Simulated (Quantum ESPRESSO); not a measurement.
# Gap and tunnelling decay at a withheld lattice constant: KSrBr3, cubic perovskite type

Method. Quantum ESPRESSO 7.5 (pw.x, pwcond.x with ikind = 0), PBE, GBRV ultrasoft, cubic crystals. κ is the slowest decay along [001] at mid-gap among three points across the current.

| a (Å) | gap on the mesh (eV) | κ (1/Å) |
| --- | --- | --- |
| 5.603 | 3.972 | 0.281 |
| 5.782 | 3.855 | 0.288 |
| 5.961 | 3.736 | 0.294 |
| 6.140 | 3.612 | 0.298 |

To predict: What are gap and κ at a = 6.318 Å?

By hand: A line through the rows at 5.961 and 6.140 Å gives a gap of 3.736 + 1.994 × (3.612 − 3.736) = 3.49 eV and κ = 0.302 1/Å. The two-band model κ = 0.5123 √(m* E_g/4) needs m* = 0.353 at 5.961 Å; with that mass and the new gap, κ = 0.284 1/Å.

**The withheld run.** The gap is 3.487 eV and κ = 0.301 1/Å. The line misses the gap by +0.002 eV and κ by +0.3 %; the two-band estimate misses κ by −5.6 %.

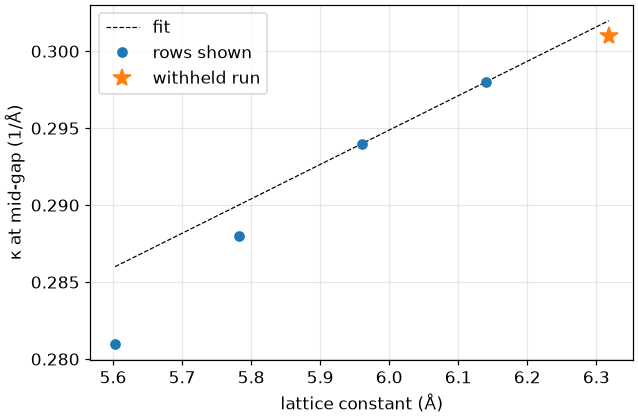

The rows shown, the fit and the withheld run.

Caveats: The structure type is imposed. Local and semilocal gaps and decay constants are too small; no spin-orbit coupling. For an indirect gap m* is a fitting number alone.
